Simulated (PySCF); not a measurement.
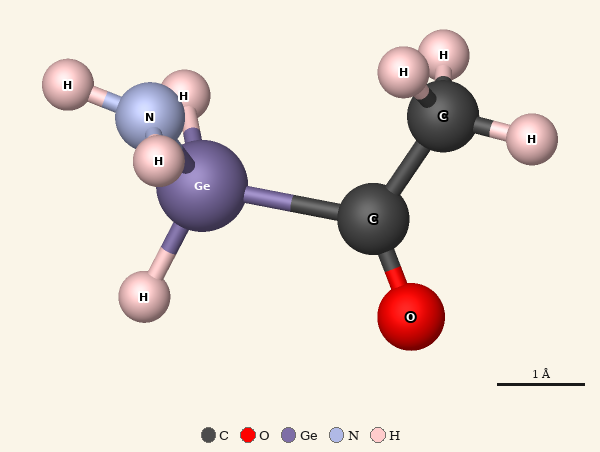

*The structure as given in the input (ball-and-stick view, seen at a tilt). Sticks mark near contacts.*

Bond lengths as drawn: C–C 1.47 Å, C–Ge 2.05 Å, C–H 1.07 to 1.11 Å, C–O 1.21 Å, Ge–H 1.50 to 1.52 Å, Ge–N 1.81 Å and H–N 1.00 to 1.02 Å.

Geometry relaxation of C₂H₇GeNO

The run: geometry relaxation of C₂H₇GeNO, SMILES C[C](=O)[GeH2][NH2]. Method and program: PBE0-D3(BJ)/def2-SVP geometry optimisation, gas phase (PySCF 2.14.0).

It belongs to a series of runs on one base structure; here: H on Ge replaced by NH2.

## What the program printed
```
step   0  E = -2286.47875891  max force = 0.022372
step   1  E = -2286.48245198  max force = 0.005790
step   2  E = -2286.48278175  max force = 0.005762
step   3  E = -2286.48295734  max force = 0.002770
step   4  E = -2286.48306980  max force = 0.000757
step   5  E = -2286.48313001  max force = 0.000533
step   6  E = -2286.48319194  max force = 0.000852
step   7  E = -2286.48325032  max force = 0.001255
step   8  E = -2286.48334508  max force = 0.001407
step   9  E = -2286.48342393  max force = 0.000792
step  10  E = -2286.48348591  max force = 0.000510
step  11  E = -2286.48350805  max force = 0.000338
step  12  E = -2286.48354124  max force = 0.000521
step  13  E = -2286.48355657  max force = 0.000275
step  14  E = -2286.48357537  max force = 0.000538
step  15  E = -2286.48358412  max force = 0.000697
step  16  E = -2286.48359717  max force = 0.000294
optimisation converged
```

## Trajectory as extended XYZ (Å, eV, eV/Å), 17 frames, from step=0 to step=16
```
12
Properties=species:S:1:pos:R:3:forces:R:3 step=0 energy=-62218.25614
C    -1.6315    0.2821    0.7932   -0.6310   1.1504  -0.7378
C    -0.9927   -0.6573   -0.1468    0.4875  -0.9749  -0.6997
O    -1.5992   -1.3415   -0.9456    0.3813   0.4308   0.4550
Ge    1.0539   -0.7186   -0.0432   -1.0528  -0.1068   0.1805
N     1.5788    0.9798   -0.3607    0.7644   0.5285   0.6255
H    -1.4173    0.0178    1.8082    0.3079  -0.2904   1.0650
H    -1.2128    1.2934    0.6260    0.0801  -0.1524   0.1158
H    -2.7147    0.3371    0.6418   -0.1872  -0.1439  -0.0369
H     1.5635   -1.0115    1.3558    0.0845  -0.1610   0.4400
H     1.5489   -1.7638   -0.9967    0.2622  -0.5898  -0.5879
H     1.2874    1.3917   -1.2216   -0.2151   0.3065  -0.7833
H     2.5754    1.1625   -0.2253   -0.2819   0.0031  -0.0361
12
Properties=species:S:1:pos:R:3:forces:R:3 step=1 energy=-62218.35663
C    -1.6137    0.3069    0.8728    0.1716  -0.0403   0.1437
C    -0.9680   -0.7221   -0.0173   -0.1062   0.1205   0.1413
O    -1.6065   -1.5568   -0.6066    0.0764  -0.1145  -0.1205
Ge    1.0410   -0.6828   -0.1336    0.1642  -0.0564  -0.0921
N     1.5499    1.0662   -0.4884   -0.2977  -0.2401  -0.0052
H    -1.3549    0.0799    1.9265   -0.0242   0.0500  -0.1641
H    -1.2060    1.3039    0.6555    0.0361   0.0830   0.0153
H    -2.7027    0.2893    0.7524   -0.1106  -0.0202  -0.0167
H     1.6232   -1.0063    1.2662    0.0063   0.0267  -0.1224
H     1.4968   -1.7762   -1.1547   -0.0837   0.2630   0.1507
H     1.2338    1.4333   -1.3854    0.0702  -0.0935   0.0677
H     2.5460    1.2393   -0.4029    0.0976   0.0217   0.0023
12
Properties=species:S:1:pos:R:3:forces:R:3 step=2 energy=-62218.36560
C    -1.5985    0.3159    0.8683   -0.1693  -0.1102  -0.0984
C    -0.9713   -0.7298   -0.0157    0.2963   0.0447   0.0151
O    -1.5806   -1.5734   -0.6251   -0.1731   0.1067   0.0979
Ge    1.0346   -0.6895   -0.1264    0.0323  -0.0879   0.0560
N     1.5167    1.0546   -0.4711   -0.0369   0.0345   0.0128
H    -1.3402    0.0937    1.9181    0.0048  -0.0076  -0.0248
H    -1.1762    1.3090    0.6470    0.0123  -0.0349  -0.0221
H    -2.6913    0.3109    0.7501   -0.0235   0.0237   0.0239
H     1.6340   -1.0153    1.2575    0.0405  -0.0121  -0.0066
H     1.4946   -1.7443   -1.1578   -0.0145   0.0284  -0.0241
H     1.2038    1.4049   -1.3731    0.0344  -0.0111  -0.0299
H     2.5134    1.2380   -0.3874   -0.0032   0.0257   0.0002
12
Properties=species:S:1:pos:R:3:forces:R:3 step=3 energy=-62218.37038
C    -1.6083    0.3168    0.8651   -0.0040   0.0874  -0.0594
C    -0.9590   -0.7270   -0.0019   -0.0984   0.0258   0.0207
O    -1.5926   -1.5593   -0.6023    0.0484  -0.0717  -0.0532
Ge    1.0479   -0.6956   -0.1232   -0.0803  -0.0602   0.1284
N     1.5154    1.0479   -0.4642    0.0629   0.1424   0.0113
H    -1.3575    0.1049    1.9161    0.0149   0.0008   0.0811
H    -1.1893    1.3113    0.6403   -0.0180  -0.0249   0.0107
H    -2.7020    0.3031    0.7373    0.0781  -0.0117  -0.0070
H     1.6736   -1.0289    1.2440    0.0273  -0.0285   0.0325
H     1.4962   -1.7254   -1.1714    0.0116  -0.0957  -0.1105
H     1.2025    1.3880   -1.3691    0.0053   0.0271  -0.0676
H     2.5123    1.2387   -0.3862   -0.0477   0.0094   0.0130
12
Properties=species:S:1:pos:R:3:forces:R:3 step=4 energy=-62218.37344
C    -1.6045    0.3189    0.8630    0.0025   0.0221  -0.0189
C    -0.9599   -0.7317    0.0006   -0.0355   0.0072   0.0075
O    -1.5894   -1.5679   -0.5993    0.0220  -0.0182  -0.0059
Ge    1.0465   -0.6996   -0.1214    0.0005  -0.0230   0.0389
N     1.5093    1.0521   -0.4612   -0.0155   0.0330   0.0019
H    -1.3531    0.1141    1.9171    0.0045   0.0032   0.0176
H    -1.1841    1.3099    0.6308   -0.0007  -0.0016   0.0008
H    -2.6965    0.3066    0.7355    0.0119  -0.0056  -0.0024
H     1.6773   -1.0390    1.2450    0.0138  -0.0075  -0.0115
H     1.4906   -1.7319   -1.1797   -0.0107  -0.0067  -0.0248
H     1.1990    1.3934   -1.3679    0.0130  -0.0072  -0.0216
H     2.5036    1.2498   -0.3778   -0.0059   0.0043   0.0184
12
Properties=species:S:1:pos:R:3:forces:R:3 step=5 energy=-62218.37508
C    -1.6008    0.3226    0.8582   -0.0007  -0.0031  -0.0011
C    -0.9585   -0.7387    0.0078    0.0038  -0.0119  -0.0059
O    -1.5853   -1.5806   -0.5872    0.0016   0.0060   0.0222
Ge    1.0473   -0.7056   -0.1202    0.0191   0.0077  -0.0061
N     1.4969    1.0539   -0.4519   -0.0274  -0.0050  -0.0109
H    -1.3476    0.1330    1.9155   -0.0003   0.0014  -0.0086
H    -1.1798    1.3097    0.6119    0.0035   0.0039  -0.0031
H    -2.6922    0.3088    0.7319   -0.0134  -0.0010   0.0013
H     1.6946   -1.0542    1.2363    0.0061  -0.0026  -0.0151
H     1.4828   -1.7273   -1.1954   -0.0123   0.0175   0.0063
H     1.1933    1.3912   -1.3630    0.0145  -0.0131   0.0004
H     2.4881    1.2619   -0.3594    0.0055   0.0001   0.0205
12
Properties=species:S:1:pos:R:3:forces:R:3 step=6 energy=-62218.37676
C    -1.5977    0.3271    0.8500    0.0000  -0.0134   0.0112
C    -0.9559   -0.7513    0.0215    0.0239  -0.0249  -0.0162
O    -1.5806   -1.6058   -0.5577   -0.0075   0.0125   0.0392
Ge    1.0490   -0.7122   -0.1224    0.0173   0.0438  -0.0387
N     1.4796    1.0575   -0.4368   -0.0195  -0.0365  -0.0255
H    -1.3372    0.1665    1.9107   -0.0035  -0.0016  -0.0225
H    -1.1811    1.3088    0.5763    0.0026   0.0054  -0.0030
H    -2.6894    0.3055    0.7298   -0.0221   0.0016   0.0035
H     1.7239   -1.0762    1.2159   -0.0048  -0.0025  -0.0080
H     1.4700   -1.7138   -1.2233   -0.0068   0.0273   0.0243
H     1.1926    1.3896   -1.3556    0.0128  -0.0080   0.0161
H     2.4658    1.2789   -0.3239    0.0076  -0.0038   0.0195
12
Properties=species:S:1:pos:R:3:forces:R:3 step=7 energy=-62218.37835
C    -1.5976    0.3293    0.8406   -0.0002  -0.0153   0.0112
C    -0.9536   -0.7668    0.0378    0.0325  -0.0222  -0.0165
O    -1.5750   -1.6419   -0.5135   -0.0108   0.0060   0.0415
Ge    1.0495   -0.7141   -0.1300    0.0051   0.0646  -0.0477
N     1.4655    1.0637   -0.4224   -0.0028  -0.0519  -0.0342
H    -1.3226    0.2057    1.9026   -0.0044  -0.0042  -0.0227
H    -1.1939    1.3059    0.5316   -0.0006   0.0043  -0.0007
H    -2.6904    0.2923    0.7339   -0.0190   0.0024   0.0040
H     1.7515   -1.0960    1.1884   -0.0137  -0.0060   0.0031
H     1.4557   -1.6933   -1.2561    0.0013   0.0250   0.0251
H     1.2041    1.3944   -1.3494    0.0085   0.0013   0.0219
H     2.4456    1.2952   -0.2789    0.0040  -0.0040   0.0151
12
Properties=species:S:1:pos:R:3:forces:R:3 step=8 energy=-62218.38093
C    -1.6032    0.3280    0.8235   -0.0006  -0.0153   0.0032
C    -0.9492   -0.7950    0.0674    0.0370  -0.0006  -0.0045
O    -1.5596   -1.7145   -0.4196   -0.0154  -0.0105   0.0253
Ge    1.0484   -0.7088   -0.1501   -0.0128   0.0723  -0.0409
N     1.4503    1.0784   -0.4021    0.0232  -0.0592  -0.0366
H    -1.2953    0.2757    1.8821   -0.0037  -0.0069  -0.0131
H    -1.2352    1.2954    0.4479   -0.0060   0.0021   0.0038
H    -2.6972    0.2548    0.7508   -0.0071   0.0028   0.0024
H     1.7894   -1.1238    1.1357   -0.0234  -0.0137   0.0184
H     1.4307   -1.6498   -1.3148    0.0132   0.0164   0.0137
H     1.2429    1.4146   -1.3404   -0.0003   0.0129   0.0230
H     2.4169    1.3196   -0.1956   -0.0043  -0.0003   0.0052
12
Properties=species:S:1:pos:R:3:forces:R:3 step=9 energy=-62218.38308
C    -1.6110    0.3226    0.8161    0.0005  -0.0079  -0.0035
C    -0.9472   -0.8068    0.0781    0.0211   0.0207   0.0054
O    -1.5486   -1.7510   -0.3711   -0.0082  -0.0232   0.0077
Ge    1.0462   -0.6985   -0.1642   -0.0152   0.0407  -0.0235
N     1.4538    1.0879   -0.3980    0.0267  -0.0382  -0.0167
H    -1.2840    0.3026    1.8698   -0.0018  -0.0054  -0.0020
H    -1.2694    1.2880    0.4116   -0.0060  -0.0001   0.0033
H    -2.7047    0.2259    0.7650    0.0017   0.0021  -0.0004
H     1.7912   -1.1321    1.1133   -0.0196  -0.0109   0.0167
H     1.4242   -1.6244   -1.3407    0.0132   0.0051  -0.0009
H     1.2761    1.4328   -1.3388   -0.0048   0.0123   0.0137
H     2.4124    1.3276   -0.1564   -0.0075   0.0048   0.0001
12
Properties=species:S:1:pos:R:3:forces:R:3 step=10 energy=-62218.38476
C    -1.6206    0.3142    0.8081    0.0001   0.0022  -0.0086
C    -0.9450   -0.8164    0.0830   -0.0052   0.0262   0.0075
O    -1.5341   -1.7855   -0.3287    0.0057  -0.0197  -0.0018
Ge    1.0436   -0.6851   -0.1796   -0.0061  -0.0100  -0.0055
N     1.4632    1.0981   -0.3947    0.0170  -0.0045   0.0113
H    -1.2757    0.3211    1.8561   -0.0005  -0.0016   0.0042
H    -1.3081    1.2795    0.3806   -0.0022  -0.0017   0.0017
H    -2.7128    0.1935    0.7786    0.0050  -0.0006  -0.0030
H     1.7783   -1.1386    1.0976   -0.0064  -0.0025   0.0056
H     1.4259   -1.5987   -1.3636    0.0050  -0.0016  -0.0084
H     1.3114    1.4571   -1.3340   -0.0074   0.0060   0.0005
H     2.4128    1.3353   -0.1188   -0.0049   0.0079  -0.0034
12
Properties=species:S:1:pos:R:3:forces:R:3 step=11 energy=-62218.38537
C    -1.6251    0.3101    0.7999   -0.0009   0.0027  -0.0080
C    -0.9418   -0.8243    0.0883   -0.0065   0.0174   0.0026
O    -1.5218   -1.8087   -0.2995    0.0052  -0.0113   0.0019
Ge    1.0437   -0.6803   -0.1877    0.0005  -0.0158   0.0006
N     1.4642    1.1041   -0.3860    0.0093   0.0023   0.0137
H    -1.2714    0.3383    1.8446   -0.0007  -0.0004   0.0023
H    -1.3285    1.2724    0.3546   -0.0004  -0.0009   0.0013
H    -2.7158    0.1757    0.7819    0.0024  -0.0012  -0.0033
H     1.7787   -1.1476    1.0845   -0.0015  -0.0016  -0.0002
H     1.4246   -1.5814   -1.3818    0.0015   0.0009  -0.0055
H     1.3251    1.4727   -1.3235   -0.0073   0.0027  -0.0004
H     2.4072    1.3436   -0.0909   -0.0017   0.0052  -0.0049
12
Properties=species:S:1:pos:R:3:forces:R:3 step=12 energy=-62218.38627
C    -1.6424    0.2950    0.7651   -0.0023   0.0033  -0.0024
C    -0.9255   -0.8560    0.1174   -0.0087  -0.0114  -0.0003
O    -1.4658   -1.8963   -0.1708    0.0084   0.0237   0.0083
Ge    1.0458   -0.6632   -0.2167    0.0186  -0.0268   0.0179
N     1.4633    1.1265   -0.3472   -0.0131   0.0146   0.0099
H    -1.2598    0.4169    1.7929   -0.0013   0.0002  -0.0040
H    -1.4084    1.2359    0.2440    0.0009   0.0027  -0.0031
H    -2.7249    0.1075    0.7930   -0.0064  -0.0005  -0.0030
H     1.7992   -1.1877    1.0224    0.0076  -0.0022  -0.0159
H     1.4077   -1.5078   -1.4574   -0.0038   0.0084   0.0023
H     1.3706    1.5305   -1.2753   -0.0094  -0.0069  -0.0020
H     2.3793    1.3732    0.0172    0.0095  -0.0050  -0.0077
12
Properties=species:S:1:pos:R:3:forces:R:3 step=13 energy=-62218.38669
C    -1.6424    0.2965    0.7618   -0.0014   0.0036  -0.0018
C    -0.9231   -0.8577    0.1227    0.0001  -0.0116  -0.0071
O    -1.4621   -1.9000   -0.1605   -0.0002   0.0132   0.0097
Ge    1.0476   -0.6656   -0.2158    0.0113  -0.0096   0.0141
N     1.4608    1.1259   -0.3413   -0.0083   0.0110   0.0101
H    -1.2613    0.4263    1.7892   -0.0012   0.0012  -0.0033
H    -1.4095    1.2341    0.2344    0.0016   0.0018  -0.0013
H    -2.7245    0.1072    0.7893   -0.0052  -0.0005  -0.0018
H     1.8086   -1.1954    1.0160    0.0055  -0.0028  -0.0133
H     1.4036   -1.5027   -1.4633   -0.0032   0.0057   0.0038
H     1.3634    1.5322   -1.2679   -0.0077  -0.0066  -0.0002
H     2.3777    1.3737    0.0200    0.0088  -0.0054  -0.0090
12
Properties=species:S:1:pos:R:3:forces:R:3 step=14 energy=-62218.38720
C    -1.6477    0.2982    0.7408   -0.0006   0.0047   0.0004
C    -0.9099   -0.8710    0.1529    0.0071  -0.0239  -0.0120
O    -1.4327   -1.9343   -0.0784   -0.0065   0.0028   0.0059
Ge    1.0536   -0.6678   -0.2206   -0.0082   0.0277   0.0012
N     1.4560    1.1289   -0.3091    0.0002   0.0012   0.0145
H    -1.2647    0.4856    1.7583    0.0007   0.0012  -0.0011
H    -1.4371    1.2143    0.1681    0.0010   0.0024   0.0004
H    -2.7256    0.0880    0.7819   -0.0013   0.0029   0.0026
H     1.8492   -1.2356    0.9702   -0.0004  -0.0040  -0.0016
H     1.3762   -1.4620   -1.5042    0.0024  -0.0045   0.0025
H     1.3481    1.5538   -1.2261   -0.0036  -0.0029  -0.0016
H     2.3734    1.3765    0.0508    0.0091  -0.0078  -0.0112
12
Properties=species:S:1:pos:R:3:forces:R:3 step=15 energy=-62218.38744
C    -1.6359    0.3125    0.7552    0.0010   0.0017  -0.0074
C    -0.9181   -0.8567    0.1417   -0.0024  -0.0076  -0.0216
O    -1.4662   -1.8946   -0.1394   -0.0007  -0.0153   0.0206
Ge    1.0541   -0.6819   -0.2026   -0.0232   0.0359  -0.0217
N     1.4557    1.1143   -0.3185    0.0151  -0.0080   0.0190
H    -1.2697    0.4558    1.7858    0.0020   0.0018   0.0025
H    -1.3885    1.2403    0.2168    0.0020  -0.0005   0.0066
H    -2.7200    0.1311    0.7671    0.0052   0.0016   0.0045
H     1.8459   -1.2295    0.9995   -0.0060  -0.0023   0.0118
H     1.3824   -1.4995   -1.4700    0.0051  -0.0116  -0.0022
H     1.3037    1.5262   -1.2355   -0.0001   0.0060  -0.0032
H     2.3954    1.3564   -0.0155    0.0022  -0.0018  -0.0089
12
Properties=species:S:1:pos:R:3:forces:R:3 step=16 energy=-62218.38779
C    -1.6419    0.3080    0.7468   -0.0013   0.0003  -0.0056
C    -0.9148   -0.8639    0.1500    0.0012  -0.0033  -0.0107
O    -1.4502   -1.9166   -0.0993   -0.0011  -0.0049   0.0110
Ge    1.0526   -0.6751   -0.2125   -0.0120   0.0151  -0.0120
N     1.4594    1.1203   -0.3104    0.0050  -0.0013   0.0149
H    -1.2656    0.4775    1.7698    0.0019   0.0014   0.0013
H    -1.4141    1.2283    0.1873    0.0012  -0.0002   0.0032
H    -2.7231    0.1120    0.7757    0.0025   0.0021   0.0033
H     1.8471   -1.2380    0.9811   -0.0035  -0.0017   0.0052
H     1.3750   -1.4801   -1.4898    0.0029  -0.0062   0.0002
H     1.3208    1.5427   -1.2247   -0.0010   0.0027  -0.0019
H     2.3937    1.3594    0.0105    0.0042  -0.0039  -0.0089
```

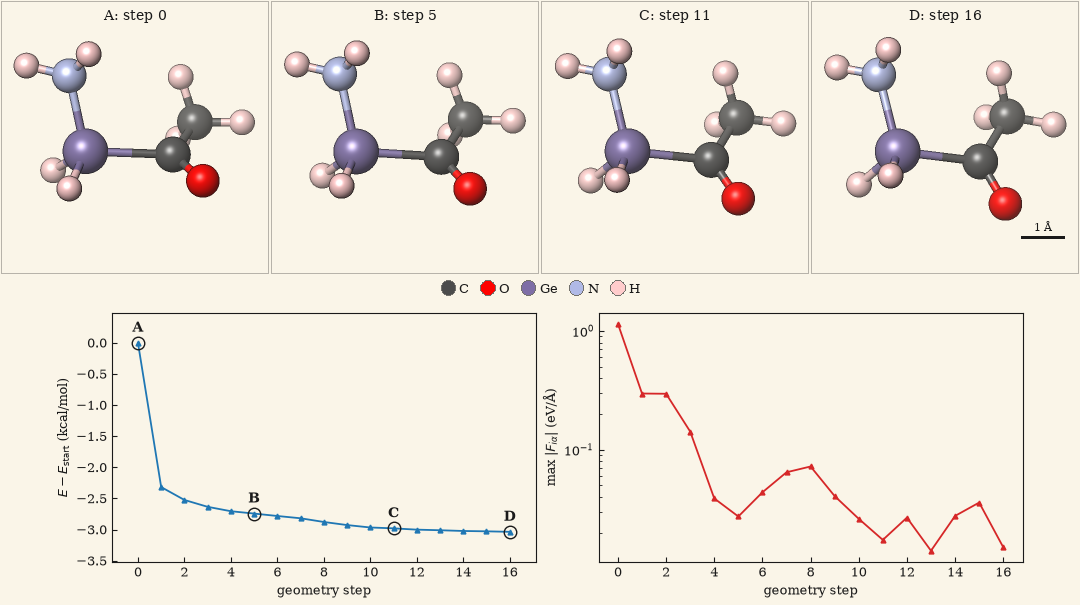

*Frames of the relaxation (ball-and-stick view, seen at a tilt) above the curves, on which the letters mark them (steps are counted from 0).*

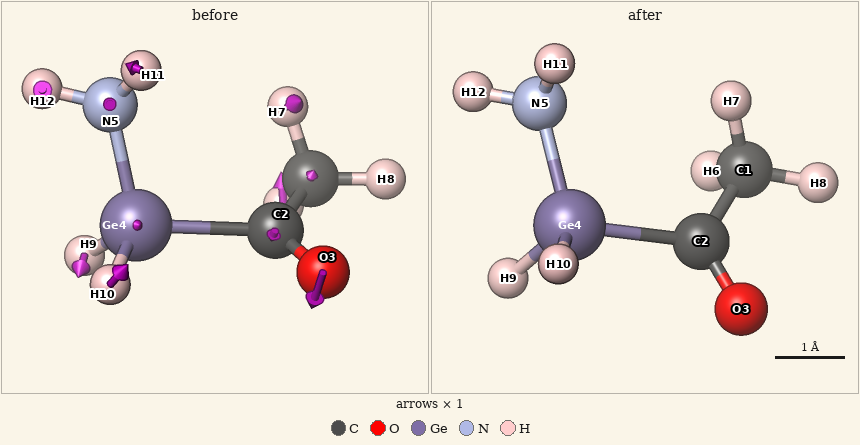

*Before (left) and after (right) the relaxation, at one scale (ball-and-stick view, seen at a tilt). The pink arrows give the displacements, at true length.*

The energy falls by 3.04 kcal/mol in 16 geometry steps. Largest force component: 1.2 eV/Å at the start, 0.015 eV/Å at the end. The largest move after the best rigid fit is that of O3, 0.81 Å. Largest moves by element: O 0.81 Å, H 0.56 Å, C 0.24 Å, N 0.20 Å, Ge 0.14 Å. Distances before and after: Ge4–H10 1.499 → 1.544 Å, C2–Ge4 2.050 → 2.009 Å, Ge4–N5 1.806 → 1.844 Å, C1–H6 1.070 → 1.103 Å. Among the angles that change: C2–Ge4–N5 104.7° → 108.5°, H7–C1–H8 107.9° → 111.5°, C2–Ge4–H9 112.8° → 109.3°. (Atoms are counted from 1 in the order of the input.)

The run was set up as follows.

## The input
```
{"job": {"xc": "PBE0", "basis": "def2-SVP", "d3": "d3bj", "grid": 1, "shake": 0.01, "kind": "geom"}, "charge": 0, "multiplicity": 1}
C     -1.631470     0.282080     0.793240
C     -0.992700    -0.657320    -0.146790
O     -1.599200    -1.341480    -0.945550
Ge     1.053940    -0.718560    -0.043220
N      1.578770     0.979840    -0.360650
H     -1.417330     0.017780     1.808210
H     -1.212790     1.293390     0.625960
H     -2.714750     0.337140     0.641770
H      1.563550    -1.011530     1.355810
H      1.548930    -1.763840    -0.996670
H      1.287380     1.391740    -1.221640
H      2.575370     1.162480    -0.225340
```

The first line tells a small driver script what to run in PySCF; the rest is the geometry in Å.

Launched with:
```bash
OMP_NUM_THREADS=1 python <driver script> task.json out
```

## Key numbers

- outcome: converged
- total energy: −2286.483597 hartree
- dipole moment: 3.05 D
- point group: C1
- hardware: 1 CPU thread, shared host
- wall time: 1.8 min
- peak memory: 0.51 GiB
